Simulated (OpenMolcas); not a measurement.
## C₂H₃N: single-point calculation (part 2 of 2)

Continued. System: C₂H₃N (isocyanomethane), SMILES [C-]#[N+]C. Method: CASSCF/ANO-R1, sfX2C (OpenMolcas 26.06). The geometry comes from this level: PBE0-D4/def2-TZVP.

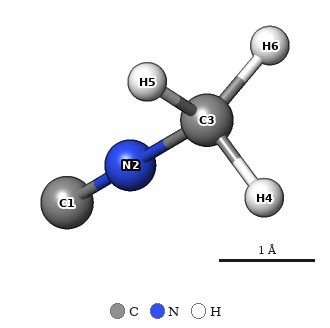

*The structure as given in the input (ball-and-stick view, seen at a tilt; atoms are numbered from 1 in the order of the input).*

## Output, continued
```
          iter iter root      energy       change     param      element    value   shift minimum  type update hh:mm:ss
 Nr of preliminary CI iterations:   1
 ###############################################################################
 ###    WARNING: Large orbital rotation.                                     ###
 ###############################################################################
      Molecular orbital  12 of symmetry 1 MO space 2  weight is    0.417574
 ###############################################################################
 ###    WARNING: Large orbital rotation.                                     ###
 ###############################################################################
      Molecular orbital  13 of symmetry 1 MO space 2  weight is    0.096536
 ###############################################################################
 ###    WARNING: Large orbital rotation.                                     ###
 ###############################################################################
      Molecular orbital  14 of symmetry 1 MO space 2  weight is    0.244402
 ###############################################################################
 ###    WARNING: Large orbital rotation.                                     ###
 ###############################################################################
      Molecular orbital  15 of symmetry 1 MO space 2  weight is    0.178093
 ###############################################################################
 ###    WARNING: Large orbital rotation.                                     ###
 ###############################################################################
      Molecular orbital  16 of symmetry 1 MO space 3  weight is    0.219886
 ###############################################################################
 ###    WARNING: Large orbital rotation.                                     ###
 ###############################################################################
      Molecular orbital  17 of symmetry 1 MO space 3  weight is    0.315957
 ###############################################################################
 ###    WARNING: Large orbital rotation.                                     ###
 ###############################################################################
      Molecular orbital  30 of symmetry 1 MO space 3  weight is    0.482780
        1   1   44    1  -131.99710719    0.00E+00   7.09E-01*  14  17 1 -3.41E-03*  0.00   0.00    SX    NO    0:00:00
        2   5   25    1  -132.06931255   -7.22E-02*  2.40E-01*   9  34 1 -3.18E-02*  0.00   0.00    SX    NO    0:00:00
        3   4   10    1  -132.09581140   -2.65E-02*  6.79E-02    9  34 1 -1.20E-02*  0.00   0.00    SX    NO    0:00:00
        4   3   11    1  -132.09890228   -3.09E-03* -2.46E-02    9  34 1 -2.99E-03*  0.00   0.00    SX    NO    0:00:00
        5   3   10    1  -132.09958980   -6.88E-04* -2.53E-02    4  11 1 -1.61E-03*  0.00   2.23    LS   YES    0:00:00
        6   4   10    1  -132.09995466   -3.65E-04* -3.95E-02    8  53 1  2.28E-03*  0.00   1.50    QN   YES    0:00:00
        7   4   10    1  -132.10037041   -4.16E-04* -1.45E-01*   4  11 1 -1.78E-03*  0.00   2.50    QN   YES    0:00:00
        8   5   11    1  -132.10211282   -1.74E-03* -1.10E-01*  11  30 1 -4.36E-03*  0.00   2.50    LS   YES    0:00:00
        9   4   13    1  -132.10379548   -1.68E-03*  1.91E-01*  11  30 1 -7.28E-03*  0.00   2.50    QN   YES    0:00:00
       10   4   15    1  -132.10361361    1.82E-04*  7.14E-02   11  21 1 -2.17E-02*  0.00   0.49    SX   YES    0:00:00
       11   5   13    1  -132.10738718   -3.77E-03*  7.55E-02   11  21 1 -1.30E-02*  0.00   2.50    LS   YES    0:00:00
       12   3   14    1  -132.10993954   -2.55E-03* -1.22E-01*   4  15 1 -8.26E-03*  0.00   2.01    QN   YES    0:00:00
       13   4   12    1  -132.11251138   -2.57E-03* -8.06E-02    4  15 1 -9.40E-03*  0.00   1.90    QN   YES    0:00:00
       14   3   12    1  -132.11394042   -1.43E-03*  4.00E-02   11  21 1  5.87E-03*  0.00   1.50    QN   YES    0:00:00
       15   3   12    1  -132.11438694   -4.47E-04* -2.10E-02   11  21 1  3.88E-03*  0.00   1.45    QN   YES    0:00:00
       16   3   11    1  -132.11451175   -1.25E-04*  1.20E-02    5  15 1 -1.15E-03*  0.00   1.37    QN   YES    0:00:00
       17   3   10    1  -132.11453596   -2.42E-05* -3.05E-03    5  15 1 -6.35E-04*  0.00   1.26    QN   YES    0:00:00
       18   3    9    1  -132.11454005   -4.09E-06* -1.83E-03   11  21 1 -3.40E-04*  0.00   1.27    QN   YES    0:00:00
       19   3    9    1  -132.11454093   -8.77E-07* -6.16E-04    4  15 1 -1.01E-04*  0.00   1.18    QN   YES    0:00:00
       20   3    8    1  -132.11454106   -1.37E-07*  1.75E-04    4  15 1 -7.92E-05   0.00   1.17    QN   YES    0:00:00
       21   3    7    1  -132.11454108   -1.76E-08* -8.27E-05    4  15 1 -1.60E-05   0.00   1.25    QN   YES    0:00:00
       22   1    6    1  -132.11454108   -2.54E-09  -3.65E-05    4  15 1  7.39E-06   0.00   1.21    QN   YES    0:00:00
      Convergence after 22 iterations
       23   1    6    1  -132.11454108   -7.08E-10  -3.65E-05    4  15 1  5.89E-06   0.00   1.21    QN   YES    0:00:00

      ************************************************************************************************************************
                                                      Wave function printout:
                       occupation of active orbitals, and spin coupling of open shells (u,d: Spin up or down)
      ************************************************************************************************************************

      Note: transformation to natural orbitals
      has been made, which may change the order of the CSFs.

      printout of CI-coefficients larger than  0.05 for root  1
      energy=    -132.114541
      conf/sym  11111111     Coeff  Weight
             1  22220000  -0.96880 0.93857
            36  22ud00ud  -0.05511 0.00304
            45  2u2d0u0d  -0.05514 0.00304
            63  22020020   0.10571 0.01117
            72  2ud20ud0   0.09284 0.00862
            90  20220200   0.10595 0.01123
           108  02222000   0.07767 0.00603
           138  2uu20dd0  -0.08122 0.00660

      Natural orbitals and occupation numbers for root  1
      sym 1:   1.982791   1.953220   1.952850   1.984149   0.017543   0.046584   0.046745   0.016119

      ************************************************************************************************************************
      *                                                    Final results                                                     *
      ************************************************************************************************************************

++    Final optimization conditions:
      ------------------------------

      Average CI energy                            -132.11454108
      RASSCF energy for state  1                   -132.11454108
      Super-CI energy                                -0.00000000
      RASSCF energy change                            0.00000000
      Max change in MO coefficients               3.302E-05
      Max non-diagonal density matrix element    -3.648E-05
      Maximum BLB matrix element                  5.891E-06
      (orbital pair   4,  15 in symmetry   1)
      Norm of electronic gradient            1.173E-05
--

      Final state energy(ies):
      ------------------------

::    RASSCF root number  1 Total energy:   -132.11454108
      Von Neumann Entropy (Root   1) =  0.45969

      Mulliken population analysis for root number:  1
      -----------------------------------------------

++    Molecular charges:
      ------------------

      Mulliken charges per centre
      ---------------------------

                C1      N2      C3      H4      H5      H6
      Total    6.2015  6.9843  6.0155  0.9300  0.9387  0.9300

      N-E     -0.2015  0.0157 -0.0155  0.0700  0.0613  0.0700

      Total electronic charge=   22.000000

      Total            charge=   -0.000000
--

      Expectation values of various properties for root number:  1
      -----------------------------------------------------------

++    Molecular properties:
      ---------------------

      Charge (e):
                      =   -0.0000
      Dipole Moment (debye):
      Origin of the operator (angstrom)=    0.2778   -0.5989    0.3072
                   X= -1.5901E+00               Y=  3.3856E+00               Z= -1.7247E+00           Total=  4.1189E+00
      Quadrupole Moment (debye*angstrom):
      Origin of the operator (angstrom)=    0.2778   -0.5989    0.3072
                  XX= -1.8113E+01              XY=  1.0176E+00              XZ= -5.1497E-01              YY= -1.9898E+01
                  YZ=  1.1854E+00              ZZ= -1.8260E+01
      In traceless form (debye*angstrom)
                  XX=  9.6571E-01              XY=  1.5263E+00              XZ= -7.7246E-01              YY= -1.7115E+00
                  YZ=  1.7781E+00              ZZ=  7.4575E-01
--

      LoProp population analysis for root number:  1
      -----------------------------------------------

++    LoProp analysis:
      ----------------

++    Static properties:
      ------------------

      LoProp Charges per center

                   C1       N2       C3       H4       H5       H6
      Nuclear      6.0000   7.0000   6.0000   1.0000   1.0000   1.0000
      Electronic  -6.2021  -7.0063  -6.6248  -0.7212  -0.7244  -0.7212

      Total       -0.2021  -0.0063  -0.6248   0.2788   0.2756   0.2788
--

      Natural Bond Order analysis for root number:  1

++    Natural Bond Order analysis
      ---------------------------
      Based on LoProp computed density
      -------------------------------------------------------------------------------------
      Atom A       Atom B       Bond Order | Atom A       Atom B       Bond Order
        C3           H4             0.779  |   C3           H6             0.783
      -------------------------------------------------------------------------------------
      NBO located      3.123 electrons involved in    2 bonds.
      NBO located      0.996 non-bonded electrons on atom C1
      NBO located      0.996 non-bonded electrons on atom N2
      NBO located      0.982 non-bonded electrons on atom C3
      The remaining    7.049 electrons are to be considered as diffuse
--

--

      Average orbitals are written to the RASORB file
      Natural orbitals for root   1 are written to the RASORB.1 file
      Spin density orbitals for root   1 are written to the SPDORB.1 file

--- Stop Module: rasscf /rc=_RC_ALL_IS_WELL_ ---
--- Module rasscf spent 2 seconds ---

.##################.
.# Happy landing! #.
.##################.

    Timing: Wall=5.75 User=4.97 System=0.77
```

The run was set up as follows.

## Input file
```
* C2H3N CASSCF
>>> EXPORT MOLCAS_PRINT=2
&gateway
coord=mol.xyz
basis=ANO-R1
group=NoSym
&seward
&rasscf
fileorb=$CurrDir/step1.ScfOrb
spin=1
nactel=8 0 0
inactive=7
ras2=8
orblisting=Nothing
orbappear=Compact
```

## File mol.xyz
```
6

C      0.799440    -1.723200     0.884040
N      0.355210    -0.765800     0.392860
C     -0.182520     0.393390    -0.201820
H     -1.130780     0.156250    -0.686030
H      0.510850     0.783150    -0.948300
H     -0.352210     1.156210     0.559240
```

Launch command:
```bash
export MOLCAS_MEM=1860
pymolcas step2.input > step2.log
```

## Results in brief

- outcome: converged
- total energy: −132.114541 hartree
- CASSCF energy: −132.114541 hartree
- basis functions: 57
- hardware: 1 thread of Arm Neoverse V1, 24 GiB of memory available, shared host
- wall time: 6 s
- peak memory: 0.4 GiB

## Notes

The record of the run, not the program, notes: an active orbital turned away from the chosen space.
